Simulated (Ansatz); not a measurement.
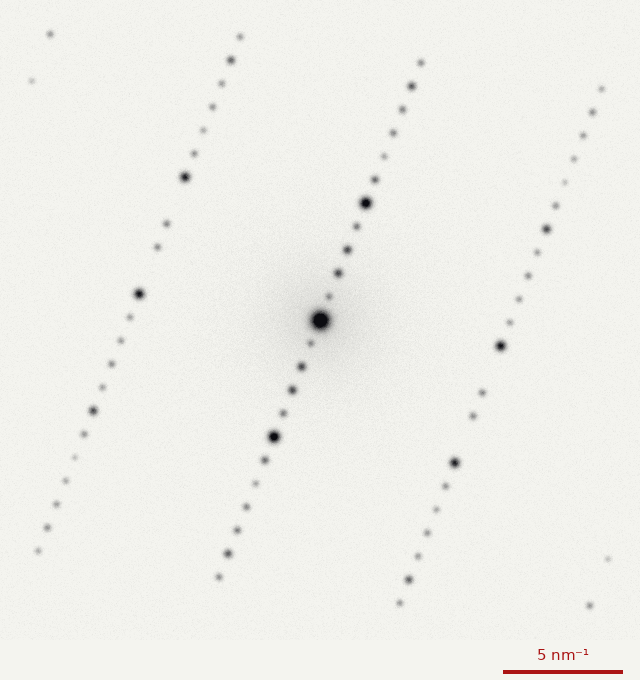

Computed electron diffraction pattern, 120 kV, single scattering only, B = 0.8 Å².

Read the repeat vectors of the pattern off the scale bar.

Answer. The spots form an oblique net (close to centred rectangular) whose two shortest vectors correspond to d = 9.44 Å and 1.33 Å, 87.3° apart.

What is the point symmetry of the pattern, intensities included?

Answer. 2. A zero-layer kinematic pattern is always centrosymmetric (Friedel's law).

Which crystal and zone produced it?

Answer. This cannot be fixed from one zone alone; the pattern is [310] of Ag2Bi2S, space group R-3m (No. 166), a = 4.074 Å, c = 28.321 Å (hexagonal axes). The net vectors are 0 0 3 (weak) and 1 -3 1. Structure: the end point of a relaxation (final pressure about -4.4 GPa) with Ansatz, DFT, PAW plane waves, pbe; the starting structure was generated, so it need not be a known form of this composition.
